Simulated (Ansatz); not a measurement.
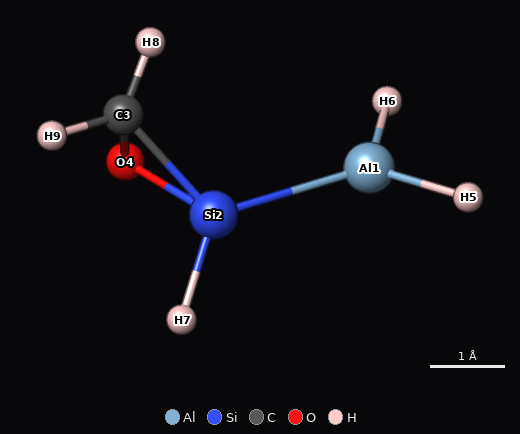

Figure 1. The structure as given in the input (ball-and-stick view, seen at a tilt; atoms are numbered from 1 in the order of the input). Sticks mark near contacts. Bond lengths as drawn: Al–H 1.63 to 1.65 Å, Al–Si 2.29 Å, C–H 1.05 to 1.16 Å, C–O 1.36 Å, C–Si 1.84 Å, H–Si 1.50 Å and O–Si 1.73 Å.

# Geometry relaxation of CH5AlOSi

- system: CH5AlOSi, SMILES [AlH2][SiH]1CO1
- method: RKS PBE-D4/STO-3G (Ansatz 0.2.0)

It belongs to a series of runs on one base structure; here: end point B relaxed. Figures and captions count atoms from 1; the log counts them from 0 in places.

## Input
```yaml
crystal:
  periodic: [false, false, false]
  atoms:
    - { symbol: Al, position_ang: [-0.88, 1.3834, -1.0047] }
    - { symbol: Si, position_ang: [0.7842, 0.0985, -0.0884] }
    - { symbol: C, position_ang: [2.0706, 1.00883, 0.85544] }
    - { symbol: O, position_ang: [1.0226, 0.5136, 1.57338] }
    - { symbol: H, position_ang: [-1.2492, 1.3294, -2.5955] }
    - { symbol: H, position_ang: [-1.7728, 2.425, -0.0821] }
    - { symbol: H, position_ang: [0.84071, -1.39798, -0.15468] }
    - { symbol: H, position_ang: [2.12875, 2.04452, 0.71387] }
    - { symbol: H, position_ang: [3.03465, 0.40327, 1.0808] }
basis:
  gaussian: { orbitals: STO-3G }
hamiltonian:
  xc: pbe
  dispersion: d4
relax:
  f_tol: 0.015
  max_steps: 40
output:
  orbitals: {}
```

Launch command:
```bash
ansatz run input.yaml --threads 1 --pin off --max-ram 2048MiB --backend cpu --events-out ev --progress --plain --runs-dir out
```

## Output
```
The last accepted step is kept in [file] (removed where the run ends without a failure and the disk answers)
Engine: ansatz 0.2.0, aarch64-unknown-linux-gnu
Functional definition: PBE
  parameter kappa = 0.804
  parameter beta = 0.06672455060314922
  exchange = pbe_x(kappa = kappa, mu = beta*pi^2/3)
  correlation = pbe_c(beta = beta)
445 factors; integrals over basis functions are off by at most 1.2e-5 eV
mean field evaluation 1: about -17409.7296 eV, gradient 3.3e1 eV
mean field evaluation 2: about -17329.3913 eV, gradient 1.3e2 eV
mean field evaluation 4: about -17413.6554 eV, gradient 4.6e0 eV
mean field evaluation 8: about -17413.6863 eV, gradient 2.8e-1 eV
mean field evaluation 16: about -17413.6866 eV, gradient 1.4e-5 eV
mean field -17413.68658792 eV, -639.9411786855 hartree, gradient 1.4e-5 eV, S^2 0.000000; 0 other end points of the search recorded, 0 dependent functions left out
the calculation of the forces begins
reference -17413.68660961 eV, -639.9411794823 hartree; 23, 23 occupied and 10, 10 virtual orbitals, 445 factors
relax step   1: F+E_penalty+E_count = -17413.86358053 eV  Δ(F+E_penalty+E_count) = +0.000e0 eV  max|allowed force component| = 4.188e0 eV/Å  Δτ_max = 0.0000 Å  (24 SCF iters, accepted)
these checks for a lower state are left out or cut short: starts, cluster_reference, orbital_swaps, neighbouring_geometries, increment
445 factors; integrals over basis functions are off by at most 1.3e-5 eV
mean field -17414.57303141 eV, -639.9737548829 hartree, gradient 2.5e-5 eV, S^2 0.000000; 0 other end points of the search recorded, 0 dependent functions left out
[... from here on the field's lines of each further geometry are left out, up to the last ...]
relax step   2: F+E_penalty+E_count = -17414.74926175 eV  Δ(F+E_penalty+E_count) = -8.857e-1 eV  max|allowed force component| = 1.633e0 eV/Å  Δτ_max = 0.1904 Å  (30 SCF iters, accepted)
relax step   3: F+E_penalty+E_count = -17414.87489678 eV  Δ(F+E_penalty+E_count) = -1.256e-1 eV  max|allowed force component| = 3.211e-1 eV/Å  Δτ_max = 0.1348 Å  (26 SCF iters, accepted)
relax step   4: F+E_penalty+E_count = -17414.89045222 eV  Δ(F+E_penalty+E_count) = -1.556e-2 eV  max|allowed force component| = 4.573e-1 eV/Å  Δτ_max = 0.1999 Å  (25 SCF iters, accepted)
relax step   5: F+E_penalty+E_count = -17414.90433225 eV  Δ(F+E_penalty+E_count) = -1.388e-2 eV  max|allowed force component| = 1.818e-1 eV/Å  Δτ_max = 0.0533 Å  (27 SCF iters, accepted)
relax step   6: F+E_penalty+E_count = -17414.91836241 eV  Δ(F+E_penalty+E_count) = -1.403e-2 eV  max|allowed force component| = 4.262e-2 eV/Å  Δτ_max = 0.1751 Å  (25 SCF iters, accepted)
relax step   7: F+E_penalty+E_count = -17414.90682412 eV  Δ(F+E_penalty+E_count) = +1.154e-2 eV  max|allowed force component| = 2.306e-1 eV/Å  Δτ_max = 0.2000 Å  (26 SCF iters, rejected (line search))
relax step   8: F+E_penalty+E_count = -17414.92232760 eV  Δ(F+E_penalty+E_count) = -3.965e-3 eV  max|allowed force component| = 7.502e-2 eV/Å  Δτ_max = 0.0992 Å  (26 SCF iters, accepted)
relax step   9: F+E_penalty+E_count = -17414.92449418 eV  Δ(F+E_penalty+E_count) = -2.167e-3 eV  max|allowed force component| = 4.973e-2 eV/Å  Δτ_max = 0.1000 Å  (24 SCF iters, accepted)
relax step  10: F+E_penalty+E_count = -17414.92238117 eV  Δ(F+E_penalty+E_count) = +2.113e-3 eV  max|allowed force component| = 1.502e-1 eV/Å  Δτ_max = 0.0477 Å  (26 SCF iters, rejected (line search))
relax step  11: F+E_penalty+E_count = -17414.92491629 eV  Δ(F+E_penalty+E_count) = -4.221e-4 eV  max|allowed force component| = 1.389e-2 eV/Å  Δτ_max = 0.0238 Å  (27 SCF iters, accepted)
relax step  12: F+E_penalty+E_count = -17414.92508051 eV  Δ(F+E_penalty+E_count) = -1.642e-4 eV  max|allowed force component| = 1.764e-2 eV/Å  Δτ_max = 0.0465 Å  (26 SCF iters, accepted)
relax step  13: F+E_penalty+E_count = -17414.92497180 eV  Δ(F+E_penalty+E_count) = +1.087e-4 eV  max|allowed force component| = 3.192e-2 eV/Å  Δτ_max = 0.0093 Å  (20 SCF iters, rejected (line search))
the calculation of the forces begins
reference -17414.74992788 eV, -639.9802557082 hartree; 23, 23 occupied and 10, 10 virtual orbitals, 445 factors
relax step  14: F+E_penalty+E_count = -17414.92511706 eV  Δ(F+E_penalty+E_count) = -3.655e-5 eV  max|allowed force component| = 2.737e-3 eV/Å  Δτ_max = 0.0031 Å  (17 SCF iters, accepted)
```

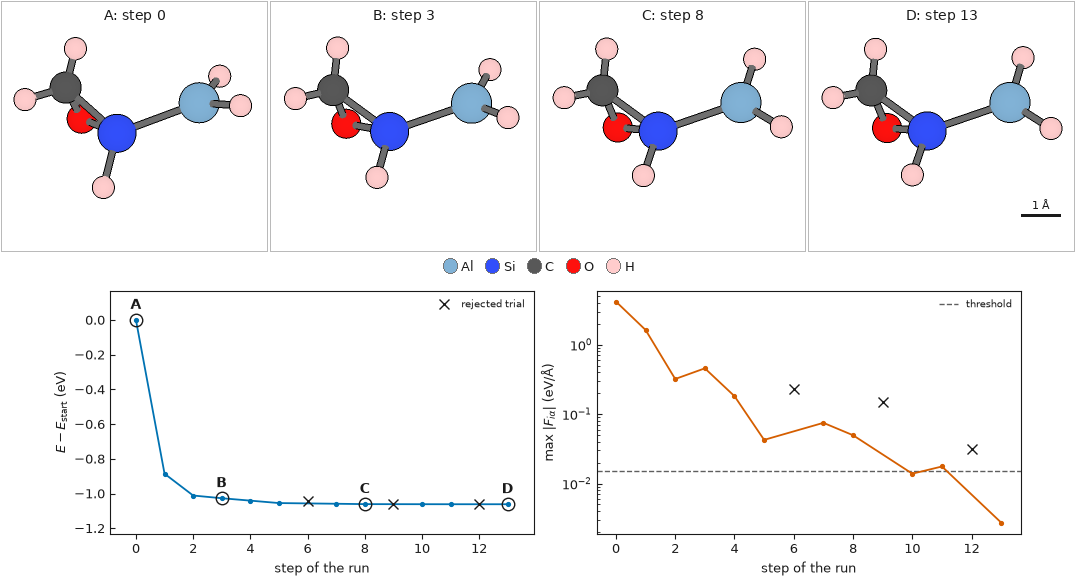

Figure 2. Frames of the relaxation (ball-and-stick view, seen at a tilt) above the curves, on which the letters mark them (the first geometry is step 0 here and step 1 in the log).

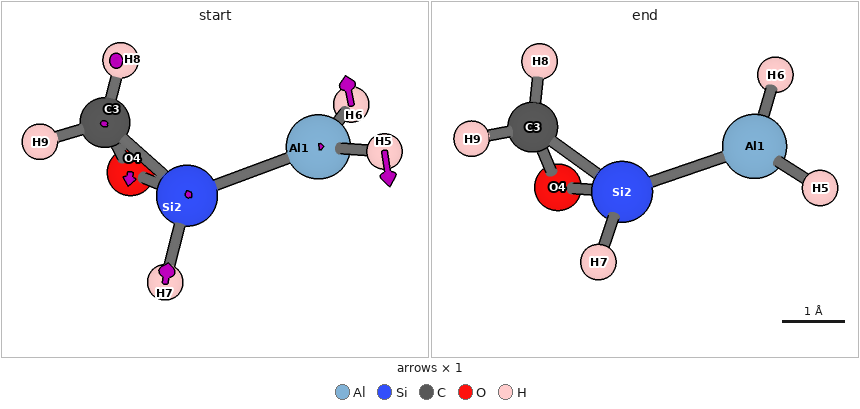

Figure 3. Before (left) and after (right) the relaxation, at one scale (ball-and-stick view, seen at a tilt). The pink arrows give the displacements, at true length. The largest move after the best rigid fit is that of H5, 0.72 Å. Largest moves by element: H 0.72 Å, O 0.27 Å, Si 0.12 Å, C 0.11 Å, Al 0.10 Å. Distances before and after: Al1–H6 1.653 → 1.513 Å, C3–O4 1.363 → 1.489 Å, Al1–H5 1.634 → 1.514 Å, C3–H8 1.047 → 1.114 Å. Among the angles that change: Al1–Si2–O4 110.5° → 119.6°, H8–C3–H9 119.8° → 111.0°, C3–Si2–H7 119.4° → 111.3°. The energy falls by 1.062 eV in 13 geometry steps. Largest force component: 4.2 eV/Å at the start, 0.0027 eV/Å at the end. The line search rejected the trial steps at points 6, 9, 12 (counted from 0) and went back. (Atoms are counted from 1 in the order of the input.)

```
445 factors; integrals over basis functions are off by at most 1.3e-5 eV
mean field -17414.74990649 eV, -639.9802549221 hartree, gradient 5.7e-5 eV, S^2 0.000000; 1 other end points of the search recorded, 0 dependent functions left out
the calculation of the forces begins
reference -17414.74992788 eV, -639.9802557082 hartree; 23, 23 occupied and 10, 10 virtual orbitals, 445 factors
Total energy: -17414.92513845 eV, -639.9866945779 hartree
Atom 0 at    -0.968257     1.405667    -1.049997 Å, force    -0.001711     0.000673    -0.001490 eV/Å
Atom 1 at     0.703144     0.189683    -0.072065 Å, force     0.000917     0.001211     0.002737 eV/Å
Atom 2 at     2.051057     0.948306     0.931652 Å, force    -0.000382     0.000059     0.000521 eV/Å
Atom 3 at     0.951990     0.294354     1.693811 Å, force     0.001275     0.000258    -0.001721 eV/Å
Atom 4 at    -1.687118     0.841372    -2.256543 Å, force     0.000621     0.000021     0.000665 eV/Å
Atom 5 at    -1.330323     2.765046    -0.494293 Å, force     0.000044    -0.000475    -0.000107 eV/Å
Atom 6 at     1.078716    -1.146639    -0.545518 Å, force     0.000098    -0.000275    -0.000422 eV/Å
Atom 7 at     2.132753     2.051016     1.067390 Å, force    -0.000264    -0.001233    -0.000369 eV/Å
Atom 8 at     3.047549     0.459734     1.023671 Å, force    -0.000598    -0.000241     0.000188 eV/Å
Dipole moment:    -0.169846     0.102503    -0.395242 e Å
```

## Trajectory as extended XYZ (Å, eV, eV/Å), 14 frames, from step=1 to step=14
```
9
Properties=species:S:1:pos:R:3:forces:R:3 step=1 energy=-17413.86358
Al   -0.8800    1.3834   -1.0047   -1.9187   1.2753  -0.9237
Si    0.7842    0.0985   -0.0884   -0.8146  -0.9259  -1.3250
C     2.0706    1.0088    0.8554    4.1565  -3.4619  -1.8216
O     1.0226    0.5136    1.5734   -4.0353  -0.8434   4.1877
H    -1.2492    1.3294   -2.5955    0.5206  -0.0181   1.9351
H    -1.7728    2.4250   -0.0821    1.3441  -1.4036  -1.1767
H     0.8407   -1.3980   -0.1547    0.2954   0.7310  -0.2098
H     2.1288    2.0445    0.7139    0.8956   3.0580  -0.1142
H     3.0347    0.4033    1.0808   -0.4437   1.5886  -0.5518
9
Properties=species:S:1:pos:R:3:forces:R:3 step=2 energy=-17414.74926
Al   -1.0067    1.3767   -1.0586    1.0339  -0.5970   0.2271
Si    0.6812    0.1852   -0.0505    0.0719  -0.3540  -0.6377
C     2.0978    0.9528    0.8744    0.8035  -0.0842  -1.2320
O     0.9345    0.5828    1.6437   -0.9028  -0.2688   1.6330
H    -1.2730    1.2673   -2.5105   -0.2497  -0.1042  -0.6992
H    -1.6915    2.3160   -0.1654   -0.6598   0.7486   0.4991
H     0.8953   -1.2688   -0.2648   -0.0202   0.3698   0.0494
H     2.3108    2.0428    0.7693    0.1069  -0.0039   0.1461
H     3.0310    0.3537    1.0604   -0.1836   0.2936   0.0142
9
Properties=species:S:1:pos:R:3:forces:R:3 step=3 energy=-17414.87490
Al   -0.9636    1.4096   -1.0563    0.0313  -0.1542   0.0990
Si    0.6568    0.1656   -0.0112    0.1400  -0.0141   0.0423
C     2.0953    0.9447    0.8547    0.2459   0.0351  -0.2836
O     0.9831    0.4766    1.7112   -0.1513   0.0485   0.3211
H    -1.2803    1.2132   -2.5196    0.0094  -0.0385  -0.0756
H    -1.7292    2.4098   -0.2282   -0.0356   0.1479   0.0117
H     0.8852   -1.2651   -0.2621    0.0162   0.1032  -0.1410
H     2.2652    2.0531    0.8301   -0.0604  -0.2205   0.0383
H     3.0670    0.4011    0.9796   -0.1954   0.0926  -0.0121
9
Properties=species:S:1:pos:R:3:forces:R:3 step=4 energy=-17414.89045
Al   -0.9630    1.3929   -1.0382   -0.4505   0.4006  -0.1401
Si    0.6275    0.2011    0.0363    0.2698  -0.4573  -0.0857
C     2.0847    0.9375    0.8777    0.1987   0.1529   0.0558
O     1.0165    0.3962    1.7634   -0.1071   0.0383   0.0351
H    -1.3556    1.0371   -2.4625    0.0568  -0.0204   0.1283
H    -1.6334    2.5536   -0.3263    0.0478  -0.0463  -0.0867
H     0.9136   -1.1645   -0.4148    0.0377  -0.0382   0.0794
H     2.2242    2.0439    0.9111    0.0121  -0.0514   0.0890
H     3.0650    0.4108    0.9515   -0.0654   0.0216  -0.0752
9
Properties=species:S:1:pos:R:3:forces:R:3 step=5 energy=-17414.90433
Al   -0.9886    1.4043   -1.0110   -0.0262   0.1287  -0.1818
Si    0.6407    0.1748    0.0145    0.0027  -0.0429   0.0535
C     2.0797    0.9391    0.8714    0.0290   0.1006   0.0835
O     1.0055    0.3886    1.7475    0.0450  -0.0227  -0.0304
H    -1.3349    1.0310   -2.4411   -0.0658   0.0097   0.0986
H    -1.6407    2.6032   -0.3443    0.0693  -0.1279  -0.0136
H     0.9429   -1.1995   -0.4003   -0.0093   0.0077  -0.0043
H     2.2105    2.0458    0.9228    0.0014  -0.0502  -0.0027
H     3.0644    0.4211    0.9388   -0.0461  -0.0031  -0.0028
9
Properties=species:S:1:pos:R:3:forces:R:3 step=6 energy=-17414.91836
Al   -0.9733    1.4071   -1.0350    0.0189  -0.0111  -0.0156
Si    0.6634    0.1778   -0.0162   -0.0185  -0.0305  -0.0402
C     2.0669    0.9484    0.8963   -0.0043  -0.0426   0.0156
O     0.9877    0.3474    1.7298    0.0067   0.0185   0.0057
H    -1.4797    0.9492   -2.3864   -0.0347   0.0112   0.0173
H    -1.5024    2.6650   -0.3824    0.0011   0.0027  -0.0108
H     0.9848   -1.1852   -0.4572    0.0250   0.0352   0.0144
H     2.1745    2.0532    0.9812   -0.0017   0.0272   0.0089
H     3.0576    0.4458    0.9678    0.0075  -0.0105   0.0047
9
Properties=species:S:1:pos:R:3:forces:R:3 step=7 energy=-17414.90682 accepted=F
Al   -0.9573    1.4034   -1.0653   -0.2024  -0.0098  -0.0498
Si    0.6948    0.1780   -0.0711    0.2306   0.0857   0.0842
C     2.0580    0.9394    0.9164   -0.1476   0.1983   0.0096
O     0.9181    0.3763    1.6935    0.1179  -0.1299  -0.0768
H    -1.6656    0.9225   -2.3176    0.1215  -0.0407   0.0343
H    -1.4072    2.6911   -0.4131    0.0721   0.0372   0.0105
H     1.1202   -1.1611   -0.4887   -0.1560  -0.0621  -0.0193
H     2.1859    2.0445    1.0001   -0.0072  -0.0687  -0.0087
H     3.0325    0.4145    1.0440   -0.0288  -0.0100   0.0159
9
Properties=species:S:1:pos:R:3:forces:R:3 step=8 energy=-17414.92233
Al   -0.9699    1.4037   -1.0433   -0.0458   0.0205  -0.0434
Si    0.6766    0.1778   -0.0369    0.0291   0.0049  -0.0047
C     2.0599    0.9491    0.9087   -0.0408  -0.0179   0.0040
O     0.9706    0.3335    1.7175    0.0144   0.0040  -0.0157
H    -1.5655    0.9149   -2.3505    0.0211   0.0189   0.0750
H    -1.4333    2.7000   -0.4115    0.0158  -0.0347  -0.0285
H     1.0292   -1.1740   -0.4844   -0.0011   0.0081   0.0040
H     2.1606    2.0539    1.0086   -0.0058   0.0039   0.0021
H     3.0513    0.4495    0.9899    0.0130  -0.0076   0.0072
9
Properties=species:S:1:pos:R:3:forces:R:3 step=9 energy=-17414.92449
Al   -0.9694    1.4052   -1.0445    0.0023   0.0052  -0.0233
Si    0.6957    0.1860   -0.0613   -0.0372  -0.0301   0.0083
C     2.0543    0.9484    0.9213    0.0497  -0.0027   0.0407
O     0.9595    0.3085    1.7014   -0.0073   0.0209  -0.0166
H    -1.6358    0.8716   -2.2939   -0.0111  -0.0089  -0.0004
H    -1.3740    2.7401   -0.4604    0.0032   0.0033   0.0096
H     1.0575   -1.1595   -0.5183    0.0041   0.0001  -0.0160
H     2.1427    2.0524    1.0408    0.0007   0.0004   0.0092
H     3.0491    0.4557    1.0129   -0.0045   0.0117  -0.0114
9
Properties=species:S:1:pos:R:3:forces:R:3 step=10 energy=-17414.92238 accepted=F
Al   -0.9664    1.4033   -1.0521    0.0015  -0.0104   0.0341
Si    0.6930    0.1825   -0.0591    0.0187   0.1502  -0.0359
C     2.0495    0.9506    0.9320   -0.0528   0.0393  -0.1073
O     0.9509    0.3087    1.7030    0.0394  -0.1201   0.0434
H    -1.6698    0.8468   -2.2716    0.0041   0.0087   0.0013
H    -1.3375    2.7545   -0.4822   -0.0055   0.0013  -0.0169
H     1.0735   -1.1478   -0.5445    0.0101  -0.0250   0.0476
H     2.1410    2.0522    1.0726   -0.0144  -0.0117  -0.0537
H     3.0455    0.4576    1.0000   -0.0011  -0.0323   0.0875
9
Properties=species:S:1:pos:R:3:forces:R:3 step=11 energy=-17414.92492
Al   -0.9682    1.4053   -1.0473   -0.0049   0.0028  -0.0089
Si    0.6973    0.1865   -0.0640   -0.0102  -0.0075  -0.0005
C     2.0530    0.9485    0.9252    0.0139   0.0030   0.0102
O     0.9562    0.3050    1.6993    0.0017   0.0051  -0.0031
H    -1.6535    0.8610   -2.2821   -0.0039  -0.0027   0.0013
H    -1.3582    2.7479   -0.4701    0.0025   0.0011   0.0009
H     1.0650   -1.1551   -0.5283    0.0020   0.0000  -0.0039
H     2.1396    2.0523    1.0498   -0.0006  -0.0047   0.0040
H     3.0483    0.4571    1.0157   -0.0003   0.0028   0.0000
9
Properties=species:S:1:pos:R:3:forces:R:3 step=12 energy=-17414.92508
Al   -0.9692    1.4043   -1.0501   -0.0046   0.0135  -0.0090
Si    0.7032    0.1897   -0.0722    0.0001  -0.0036   0.0035
C     2.0509    0.9485    0.9318    0.0006   0.0095  -0.0029
O     0.9517    0.2949    1.6938   -0.0010  -0.0035  -0.0025
H    -1.6885    0.8417   -2.2583    0.0082   0.0056   0.0176
H    -1.3276    2.7646   -0.4927   -0.0029  -0.0127  -0.0076
H     1.0789   -1.1467   -0.5455    0.0012  -0.0008   0.0013
H     2.1326    2.0514    1.0673   -0.0005  -0.0073  -0.0013
H     3.0475    0.4600    1.0239   -0.0011  -0.0006   0.0008
9
Properties=species:S:1:pos:R:3:forces:R:3 step=13 energy=-17414.92497 accepted=F
Al   -0.9650    1.4091   -1.0528   -0.0319  -0.0177   0.0085
Si    0.7050    0.1913   -0.0743    0.0064   0.0068   0.0046
C     2.0517    0.9475    0.9327    0.0077   0.0013   0.0009
O     0.9509    0.2938    1.6923   -0.0045   0.0023  -0.0028
H    -1.6918    0.8367   -2.2512    0.0120   0.0096  -0.0011
H    -1.3329    2.7673   -0.4971    0.0141  -0.0021  -0.0059
H     1.0800   -1.1453   -0.5475   -0.0013   0.0014  -0.0033
H     2.1340    2.0501    1.0695    0.0002  -0.0027   0.0004
H     3.0477    0.4581    1.0265   -0.0027   0.0010  -0.0014
9
Properties=species:S:1:pos:R:3:forces:R:3 step=14 energy=-17414.92512
Al   -0.9683    1.4057   -1.0500   -0.0017   0.0007  -0.0015
Si    0.7031    0.1897   -0.0721    0.0009   0.0012   0.0027
C     2.0511    0.9483    0.9317   -0.0004   0.0001   0.0005
O     0.9520    0.2944    1.6938    0.0013   0.0003  -0.0017
H    -1.6871    0.8414   -2.2565    0.0006   0.0000   0.0007
H    -1.3303    2.7650   -0.4943    0.0000  -0.0005  -0.0001
H     1.0787   -1.1466   -0.5455    0.0001  -0.0003  -0.0004
H     2.1328    2.0510    1.0674   -0.0003  -0.0012  -0.0004
H     3.0475    0.4597    1.0237   -0.0006  -0.0002   0.0002
```

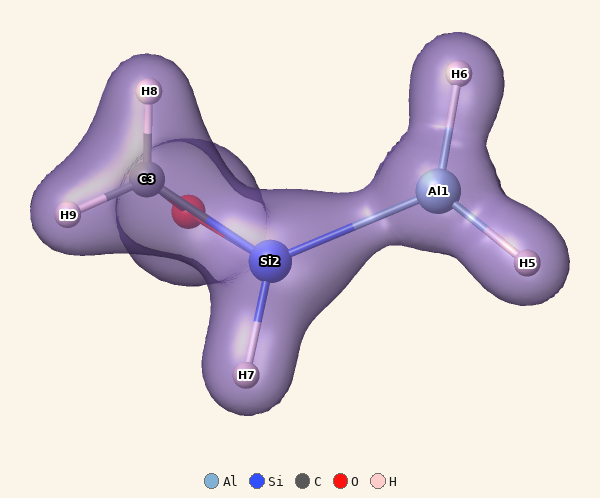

Figure 4. Isosurface of the total electron density at 0.4 e/Å³ (purple), seen face on. At this value the surface is in one piece. On the grid the lowest density along these lines, outside the cores, is 1.6 e/Å³ (C–O, 1.49 Å), 0.65 e/Å³ (Si–O, 1.79 Å), 0.67 e/Å³ (C–Si, 1.84 Å) and 0.49 e/Å³ (Al–Si, 2.29 Å).

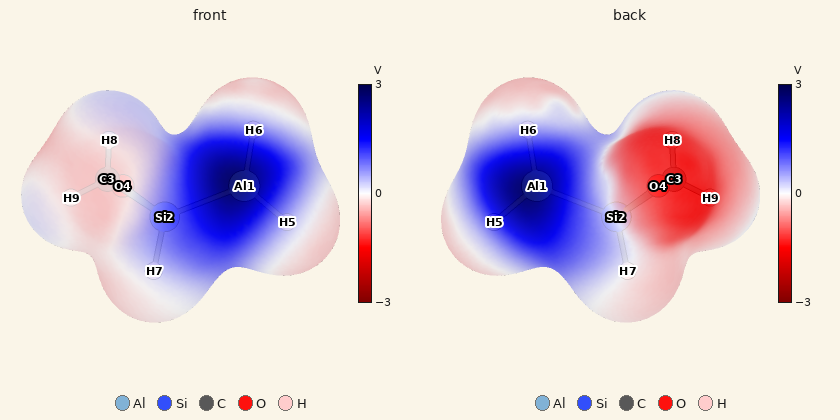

Figure 5. The electrostatic potential painted on the density surface at 0.001 e/bohr³, seen face on and from behind; red is negative and blue positive. A positive charge is drawn to the negative regions and a negative charge to the positive ones.

## Summary

- outcome: converged
- total energy: −17414.9251 eV
- mean-field energy: −17414.7499 eV
- largest force (length of the vector) at the end: 0.003 eV/Å
- hardware: 1 thread of Arm Neoverse V2, 24 GiB of memory available, shared host
- wall time: 26 s
- peak memory: 0.2 GiB
